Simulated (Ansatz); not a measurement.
Generalised stacking fault of MgS (rock salt) on the {110} plane. The cell below holds the perfect crystal with the plane normal along z; tilting its third vector by the shift puts one fault into each cell, between planes 1.84 Å apart, at fixed cell height.

```
CELL_PARAMETERS angstrom
      3.67917     0.00000     0.00000
      0.00000     5.20313     0.00000
      1.83958     2.60157     5.51875
ATOMIC_POSITIONS crystal
  S  0.00000 0.00000 0.83333
  S  0.33333 0.33333 0.16667
  S  0.66667 0.66667 0.50000
  Mg 0.33333 0.83333 0.16667
  Mg 0.66667 0.16667 0.50000
  Mg 0.00000 0.50000 0.83333
```

In-plane vectors a = (3.679, 0.000) Å, b = (0.000, 5.203) Å, area 19.14 Å². The shift is x·a + y·b, and the map repeats with period 1 in x and y. The shift is rigid: no atom relaxes. γ = [E(shift) − E(0)] / area.

These are r2SCAN (plane waves to 500 eV, PAW, scalar-relativistic; Ansatz, an electronic-structure program) values and carry that method's errors. k mesh 8×8×8 (Γ-centred), Fermi-Dirac smearing 0.05 eV. Energies are extrapolated to zero smearing. Compression counts positive. Points where atoms come too close for the PAW data are left out (x in tables, blank in figures). As the smearing reaches across the gap at some points, the k mesh leaves noise in γ, roughly 0.02 J/m² as judged from a few cases. Faults lie only 5.5 Å apart, and holding the cell height and the atoms raises γ above its relaxed value. MgS was relaxed with its symmetry unable to fall. γ is measured from zero shift.

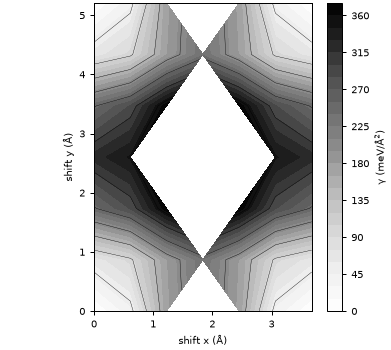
γ (meV/Å²) over one surface cell, drawn in its true shape from a 6×6 grid (a along the lower edge).

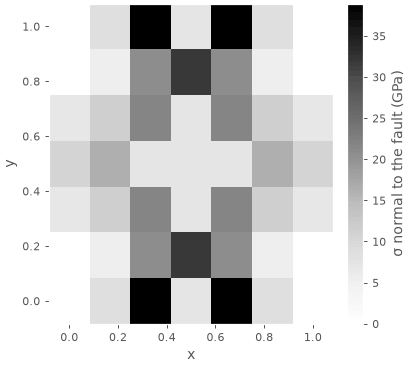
σ normal to the fault (GPa) over the 6×6 grid of computed points.

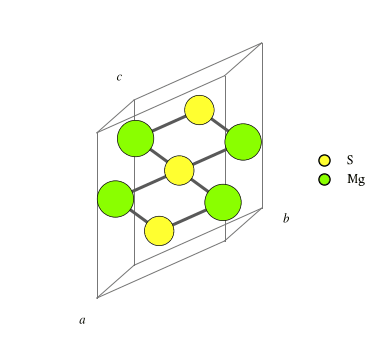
Fig. 1. The cell of the calculation at x = 0.333, y = 0.333.

The highest γ on the easiest grid path from zero shift to a (an upper estimate of the barrier on so coarse a grid) is 3.79 J/m². Lowest place on the grid: x = 0.000, y = 0.000 (0.00 J/m²). Local minima besides zero shift: no grid point is one.

(The slope of γ gives the shear force per area between the displaced halves; near zero shift its curvature is an elastic stiffness.)
